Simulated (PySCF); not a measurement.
# CHN: excited-state relaxation, vibronic structure

What do calculations give for the excited-state relaxation, vibronic structure of CHN (`C#N`)?

Programs: PySCF 2.14.0, with routines of our own; each step states its level. All values are computed. Atoms count from 0.

## 1. The system as given

3 atoms, charge 0, multiplicity 1; geometry from: GFN2-xTB.

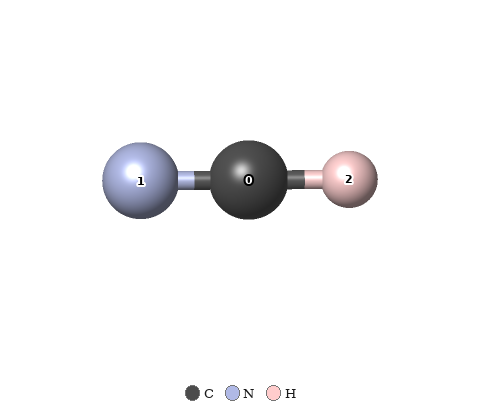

The starting geometry (carbon dark grey, nitrogen light blue, hydrogen pink).

## 2. Geometry optimisation at PBE0/6-31+G*

What the job is given:

```
{"job": {"xc": "PBE0", "basis": "6-31+G*", "grid": 1, "kind": "geom"}, "charge": 0, "multiplicity": 1}
C     -0.022598    -0.001552    -0.003894
N      1.114763     0.020146    -0.010855
H     -1.080684    -0.021132     0.002196
```

Started as:

```console
$ OMP_NUM_THREADS=1 python excited_run.py task.json out
```

The driver reads the jobs from task.json and runs them one after another.

Output:

```text
step   0  E = -93.30928616  max force = 0.047816
step   1  E = -93.31022438  max force = 0.000725
step   2  E = -93.31022449  max force = 0.000026
optimisation converged
```

Wall time 0.81 s (1 thread of Arm Neoverse V2, shared host); peak memory 0.23 GiB.

Relaxation path:

```
step  energy from step 0 (eV)  largest force component (eV/Å)
   0                   0.0000                          2.4588
   1                  -0.0255                          0.0373
   2                  -0.0255                          0.0013
```

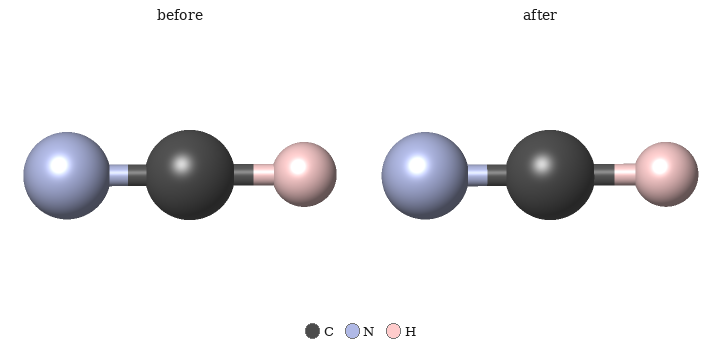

The geometry before (left) and after (right).

Distances of close pairs at the start and the end, largest changes first:

```
 bond  before (Å)  after (Å)  change (Å)
C0–N1       1.138      1.156      +0.018
C0–H2       1.058      1.072      +0.013
```

The next job starts from the end point, and lists it.

```
                         at the end point           value
  point group (found at 0.08 Å tolerance)           Cinfv
rotational constants (GHz, main isotopes)  44.265, 44.265
                        dipole moment (D)            3.09
```

## 3. Excited-state relaxation: TDA PBE0/6-31+G*

What the job is given:

```
{"job": {"kind": "xopt", "state": "S1", "method": "TDA", "freq": true, "xc": "PBE0", "basis": "6-31+G*", "grid": 1}, "charge": 0, "multiplicity": 1}
C     -0.028791    -0.001821    -0.005987
N      1.126758     0.020742    -0.013199
H     -1.100262    -0.022623     0.000636
```

Method: TDA PBE0/6-31+G* excited-state geometry optimisation, gas phase.

Output:

```text
final grid: 12776 points
cycle   1  E = -93.2787635682  dE =  1.204e-01  |g| = 3.342e-01  |ddm| = 1.739e+00
cycle   2  E = -93.1587386250  dE =  1.200e-01  |g| = 8.031e-01  |ddm| = 8.582e-01
cycle   3  E = -93.3098820319  dE = -1.511e-01  |g| = 3.402e-02  |ddm| = 5.523e-01
cycle   4  E = -93.3101778116  dE = -2.958e-04  |g| = 1.358e-02  |ddm| = 3.883e-02
cycle   5  E = -93.3102242892  dE = -4.648e-05  |g| = 8.833e-04  |ddm| = 1.198e-02
cycle   6  E = -93.3102244803  dE = -1.911e-07  |g| = 1.925e-04  |ddm| = 9.726e-04
cycle   7  E = -93.3102244890  dE = -8.722e-09  |g| = 3.475e-06  |ddm| = 2.274e-04
cycle   8  E = -93.3102244890  dE = -3.723e-12  |g| = 2.495e-07  |ddm| = 5.444e-06
converged SCF energy = -93.3102244890

vertical S1 at the ground-state geometry: 7.8494 eV
step    E(state)/Eh    max force   excitation/eV  root
  0     -93.02854458   0.257244     7.6536      1
  1     -93.05677551   0.044147     6.1913      1
  2     -93.05850434   0.016031     5.9269      1
  3     -93.07044688   0.087446     4.3151      1
  4     -93.05326356   0.098762     2.5713      1
  5     -93.07106068   0.103069     3.1683      1
  6     -93.07893818   0.073065     3.9161      1
  7     -93.08466019   0.016760     4.5711      1
  8     -93.08634792   0.005929     4.4853      1
  9     -93.08642080   0.001170     4.4293      1
 10     -93.08642553   0.000099     4.4428      1
optimisation converged
vertical emission 4.4428 eV, adiabatic 6.0899 eV, Stokes shift 3.4066 eV, reorganisation 1.7595 (excited) and 1.6471 eV (ground)
zero-point change -0.1183 eV, 0-0 energy 5.9715 eV
frequencies of the excited state (cm-1): 1004 1584 2745
```

Wall time 13 s (1 thread of Arm Neoverse V2, shared host); peak memory 0.25 GiB.

In short:

```
                 quantity    value
  vertical absorption, S1  7.85 eV
     adiabatic energy, S1  6.09 eV
    vertical emission, S1  4.44 eV
         Stokes shift, S1  3.41 eV
geometry moved (RMSD), S1  0.464 Å
```

Bonds of the start that changed most:

```
 bond  start (Å)  end (Å)
C0–N1      1.156    1.299
C0–H2      1.072    1.123
```

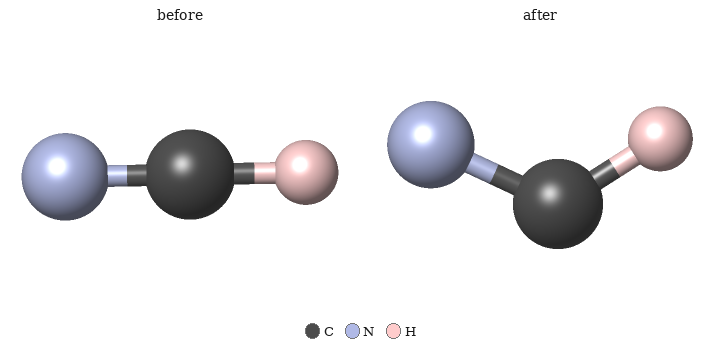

Before and after.

## 4. Excited-state relaxation: UKS PBE0/6-31+G*

What the job is given:

```
{"job": {"kind": "xopt", "state": "T1", "method": "UKS", "freq": true, "xc": "PBE0", "basis": "6-31+G*", "grid": 1}, "charge": 0, "multiplicity": 1}
C     -0.028791    -0.001821    -0.005987
N      1.126758     0.020742    -0.013199
H     -1.100262    -0.022623     0.000636
```

Level: UKS PBE0/6-31+G* excited-state geometry optimisation, gas phase.

Output:

```text
final grid: 12776 points
cycle   1  E = -93.2787635682  dE =  1.204e-01  |g| = 3.342e-01  |ddm| = 1.739e+00
cycle   2  E = -93.1587386250  dE =  1.200e-01  |g| = 8.031e-01  |ddm| = 8.582e-01
cycle   3  E = -93.3098820319  dE = -1.511e-01  |g| = 3.402e-02  |ddm| = 5.523e-01
cycle   4  E = -93.3101778116  dE = -2.958e-04  |g| = 1.358e-02  |ddm| = 3.883e-02
cycle   5  E = -93.3102242892  dE = -4.648e-05  |g| = 8.833e-04  |ddm| = 1.198e-02
cycle   6  E = -93.3102244803  dE = -1.911e-07  |g| = 1.925e-04  |ddm| = 9.726e-04
cycle   7  E = -93.3102244890  dE = -8.722e-09  |g| = 3.475e-06  |ddm| = 2.274e-04
cycle   8  E = -93.3102244890  dE = -3.723e-12  |g| = 2.495e-07  |ddm| = 5.444e-06
converged SCF energy = -93.3102244890

vertical T1 at the ground-state geometry: 6.4909 eV
step    E(state)/Eh    max force   <S^2>
  0     -93.07884615   0.269866    2.0061
  1     -93.11125032   0.039036    2.0060
  2     -93.12095351   0.048085    2.0044
  3     -93.13835779   0.032721    2.0031
  4     -93.12826682   0.042656    2.0038
  5     -93.14561767   0.011566    2.0032
  6     -93.14595219   0.003546    2.0031
  7     -93.14599219   0.000444    2.0031
  8     -93.14599249   0.000109    2.0031
optimisation converged
vertical emission 2.9487 eV, adiabatic 4.4690 eV, Stokes shift 3.5422 eV, reorganisation 2.0219 (excited) and 1.5203 eV (ground)
zero-point change -0.0983 eV, 0-0 energy 4.3707 eV
frequencies of the excited state (cm-1): 1033 1686 2937
```

It took 8.4 s on 1 thread of Arm Neoverse V2, shared host; peak memory 0.25 GiB.

Key values:

```
                                     quantity    value
vertical gap at the ground-state geometry, T1  6.49 eV
                         adiabatic energy, T1  4.47 eV
     vertical gap at the relaxed geometry, T1  2.95 eV
               difference of the two gaps, T1  3.54 eV
                    geometry moved (RMSD), T1  0.475 Å
```

Bonds of the start that changed most:

```
 bond  start (Å)  end (Å)
C0–N1      1.156    1.284
C0–H2      1.072    1.109
```

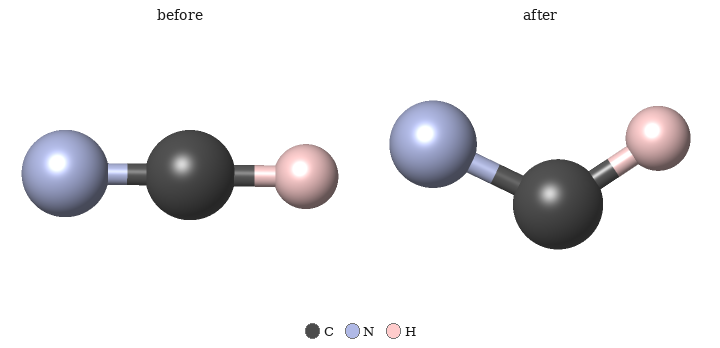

Before and after.

## 5. Excited-state relaxation: TDA PBE0/6-31+G*

What the job is given:

```
{"job": {"kind": "xopt", "state": "T1", "method": "TDA", "xc": "PBE0", "basis": "6-31+G*", "grid": 1}, "charge": 0, "multiplicity": 1}
C     -0.028791    -0.001821    -0.005987
N      1.126758     0.020742    -0.013199
H     -1.100262    -0.022623     0.000636
```

Method: TDA PBE0/6-31+G* excited-state geometry optimisation, gas phase.

Output:

```text
final grid: 12776 points
cycle   1  E = -93.2787635682  dE =  1.204e-01  |g| = 3.342e-01  |ddm| = 1.739e+00
cycle   2  E = -93.1587386250  dE =  1.200e-01  |g| = 8.031e-01  |ddm| = 8.582e-01
cycle   3  E = -93.3098820319  dE = -1.511e-01  |g| = 3.402e-02  |ddm| = 5.523e-01
cycle   4  E = -93.3101778116  dE = -2.958e-04  |g| = 1.358e-02  |ddm| = 3.883e-02
cycle   5  E = -93.3102242892  dE = -4.648e-05  |g| = 8.833e-04  |ddm| = 1.198e-02
cycle   6  E = -93.3102244803  dE = -1.911e-07  |g| = 1.925e-04  |ddm| = 9.726e-04
cycle   7  E = -93.3102244890  dE = -8.722e-09  |g| = 3.475e-06  |ddm| = 2.274e-04
cycle   8  E = -93.3102244890  dE = -3.723e-12  |g| = 2.495e-07  |ddm| = 5.444e-06
converged SCF energy = -93.3102244890

vertical T1 at the ground-state geometry: 6.1947 eV
step    E(state)/Eh    max force   excitation/eV  root
  0     -93.08961772   0.268315     5.9917      1
  1     -93.11865878   0.050280     4.5295      1
  2     -93.12045475   0.018427     4.2404      1
  3     -93.12269699   0.017260     3.8401      1
  4     -93.12754249   0.029068     3.8008      1
  5     -93.13764300   0.027457     3.4333      1
  6     -93.14485291   0.013105     3.0629      1
  7     -90.92024449   6.060935     6.7228      1
  8     -92.94293094   0.823860     6.1914      1
  9     -93.12048296   0.207992     4.2760      1
 10     -93.14318612   0.054494     3.4364      1
 11     -93.14526859   0.012994     3.1731      1
 12     -93.14556935   0.007119     2.9356      1
 13     -93.14536337   0.012052     3.0371      1
 14     -93.14556322   0.005674     3.0179      1
 15     -93.14561508   0.002001     3.0056      1
 16     -93.14562053   0.001613     3.0238      1
 17     -93.14561236   0.003770     2.9725      1
 18     -93.14562404   0.001258     2.9932      1
 19     -93.14562543   0.000058     3.0033      1
optimisation converged
vertical emission 3.0033 eV, adiabatic 4.4790 eV, Stokes shift 3.1914 eV, reorganisation 1.7157 (excited) and 1.4757 eV (ground)
```

It took 8.1 s on 1 thread of Arm Neoverse V2, shared host; peak memory 0.27 GiB.

Key values:

```
                                     quantity    value
vertical gap at the ground-state geometry, T1  6.19 eV
                         adiabatic energy, T1  4.48 eV
     vertical gap at the relaxed geometry, T1  3.00 eV
               difference of the two gaps, T1  3.19 eV
                    geometry moved (RMSD), T1  0.463 Å
```

Bonds of the start that changed most:

```
 bond  start (Å)  end (Å)
C0–N1      1.156    1.283
C0–H2      1.072    1.109
```

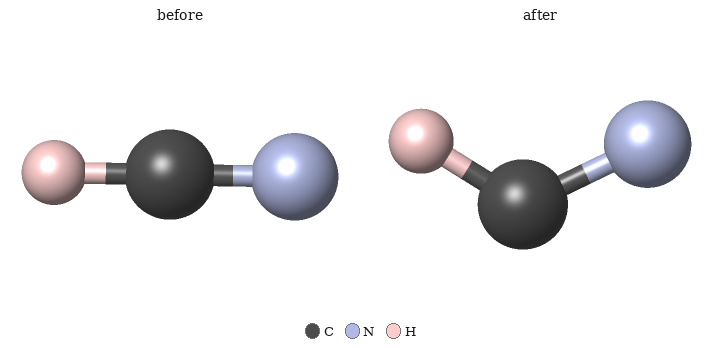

Before and after.

## 6. Vibronic structure: TDA PBE0/6-31+G*

What the job is given:

```
{"job": {"kind": "vib", "tda": true, "freq": true, "xc": "PBE0", "basis": "6-31+G*", "grid": 1}, "charge": 0, "multiplicity": 1}
C     -0.028791    -0.001821    -0.005987
N      1.126758     0.020742    -0.013199
H     -1.100262    -0.022623     0.000636
```

With the program's defaults for keys left out, this is: TDA PBE0/6-31+G* vertical-gradient vibronic structure (displaced harmonic oscillators, Condon), gas phase.

Output:

```text
final grid: 12776 points
cycle   1  E = -93.2787635682  dE =  1.204e-01  |g| = 3.342e-01  |ddm| = 1.739e+00
cycle   2  E = -93.1587386250  dE =  1.200e-01  |g| = 8.031e-01  |ddm| = 8.582e-01
cycle   3  E = -93.3098820319  dE = -1.511e-01  |g| = 3.402e-02  |ddm| = 5.523e-01
cycle   4  E = -93.3101778116  dE = -2.958e-04  |g| = 1.358e-02  |ddm| = 3.883e-02
cycle   5  E = -93.3102242892  dE = -4.648e-05  |g| = 8.833e-04  |ddm| = 1.198e-02
cycle   6  E = -93.3102244803  dE = -1.911e-07  |g| = 1.925e-04  |ddm| = 9.726e-04
cycle   7  E = -93.3102244890  dE = -8.722e-09  |g| = 3.475e-06  |ddm| = 2.274e-04
cycle   8  E = -93.3102244890  dE = -3.723e-12  |g| = 2.495e-07  |ddm| = 5.444e-06
converged SCF energy = -93.3102244890

Singlet excitations (eV, f): 7.849 (0.0000)  8.223 (0.0000)  8.223 (0.0000)  9.433 (0.0307)  9.433 (0.0307)  9.634 (0.0158)

State S1  7.8494 eV  f = 0.00000  H->L+1 0.39, H-1->L 0.39, H->L 0.09
  relaxed dipole 2.266 D, largest gradient of the excitation energy 0.2956 Eh/bohr
  mode    cm-1        S   lambda/meV  Raman
    3   2227.0    2.9810     823.1   1.000
    4   3493.2    0.1403      60.8   0.116
  reorganisation energy 0.8839 eV, total S 3.121, 0-0 6.9656 eV
  absorption maximum 7.794 eV, width 0.854 eV

State S4  9.4331 eV  f = 0.03071  H-2->L+1 0.77, H-2->L 0.21
  relaxed dipole 0.610 D, largest gradient of the excitation energy 0.1281 Eh/bohr
  mode    cm-1        S   lambda/meV  Raman
    3   2227.0    0.5877     162.3   1.000
    4   3493.2    0.0171       7.4   0.072
  reorganisation energy 0.1697 eV, total S 0.605, 0-0 9.2634 eV
  absorption maximum 9.263 eV, width 0.304 eV

State S5  9.4331 eV  f = 0.03071  H-2->L 0.77, H-2->L+1 0.21
  relaxed dipole 0.610 D, largest gradient of the excitation energy 0.1281 Eh/bohr
  mode    cm-1        S   lambda/meV  Raman
    3   2227.0    0.5877     162.3   1.000
    4   3493.2    0.0171       7.4   0.072
  reorganisation energy 0.1697 eV, total S 0.605, 0-0 9.2634 eV
  absorption maximum 9.263 eV, width 0.304 eV

State T1  6.1947 eV  f = 0.00000  H-1->L+1 0.36, H->L 0.36, H-1->L 0.08
  relaxed dipole 2.457 D, largest gradient of the excitation energy 0.3080 Eh/bohr
  mode    cm-1        S   lambda/meV  Raman
    3   2227.0    3.2168     888.2   1.000
    4   3493.2    0.1561      67.6   0.119
  reorganisation energy 0.9558 eV, total S 3.373, 0-0 5.2389 eV
  absorption maximum 6.067 eV, width 1.118 eV
```

Wall time 0.68 s (1 thread of Arm Neoverse V2, shared host); peak memory 0.27 GiB.

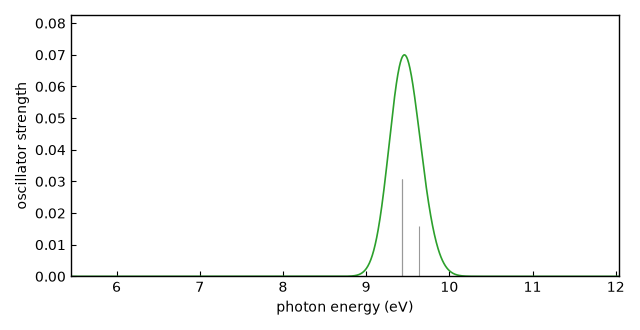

Absorption lines of the singlets. Lines are broadened to a width of 0.40 eV (Gaussian).

## 7. Outcome

| quantity | value |
| --- | --- |
| point group | Cinfv |
| rotational constants (main isotopes) | 44.27, 44.27 GHz |
| vertical absorption, S1 (step 3, TDA PBE0/6-31+G*) | 7.85 eV |
| adiabatic energy, S1 (step 3, TDA PBE0/6-31+G*) | 6.09 eV |
| vertical emission, S1 (step 3, TDA PBE0/6-31+G*) | 4.44 eV |
| Stokes shift, S1 (step 3, TDA PBE0/6-31+G*) | 3.41 eV |
| vertical gap at the ground-state geometry, T1 (step 4, UKS PBE0/6-31+G*) | 6.49 eV |
| adiabatic energy, T1 (step 4, UKS PBE0/6-31+G*) | 4.47 eV |
| vertical gap at the relaxed geometry, T1 (step 4, UKS PBE0/6-31+G*) | 2.95 eV |
| difference of the two gaps, T1 (step 4, UKS PBE0/6-31+G*) | 3.54 eV |
| vertical gap at the ground-state geometry, T1 (step 5, TDA PBE0/6-31+G*) | 6.19 eV |
| adiabatic energy, T1 (step 5, TDA PBE0/6-31+G*) | 4.48 eV |
| vertical gap at the relaxed geometry, T1 (step 5, TDA PBE0/6-31+G*) | 3.00 eV |
| difference of the two gaps, T1 (step 5, TDA PBE0/6-31+G*) | 3.19 eV |
| S1: vertical, reorganisation, 0-0, total S (step 6, TDA PBE0/6-31+G*, modes from PBE0/6-31+G*) | 7.85, 0.88, 6.97 eV; 3.1 |
| S4: vertical, reorganisation, 0-0, total S (step 6, TDA PBE0/6-31+G*, modes from PBE0/6-31+G*) | 9.43, 0.17, 9.26 eV; 0.6 |
| S5: vertical, reorganisation, 0-0, total S (step 6, TDA PBE0/6-31+G*, modes from PBE0/6-31+G*) | 9.43, 0.17, 9.26 eV; 0.6 |

**Reading.** Relaxing lowered the energy by 0.026 eV in 2 steps; the close pair that moved most is C0–N1, from 1.138 to 1.156 Å. In steps 3, 4, 5 the harmonic model is doubtful. In step 3 (excited-state relaxation), among the bonds C0–N1 changes most, from 1.156 to 1.299 Å. The atoms move far more than that, so angles or torsions carry the main change. In step 4 (excited-state relaxation), among the bonds C0–N1 changes most, from 1.156 to 1.284 Å. In step 5 the driver flags a change of the state's leading configuration on relaxing; where it is real, start and end values belong to different states. Where no frequencies were run, the relaxed excited state may be a saddle. In step 5 (excited-state relaxation), among the bonds C0–N1 changes most, from 1.156 to 1.283 Å. Some states lie very close; unless symmetry makes them partners, their order is unsure. The vibronic model keeps the ground-state modes and shifts them along the gradient alone, so it can miss much of the relaxation that a full optimisation finds. ΔSCF (UKS) and response values aren't on one footing and may follow different states, so their differences aren't method errors alone, and singlets and triplets from the two don't rank.
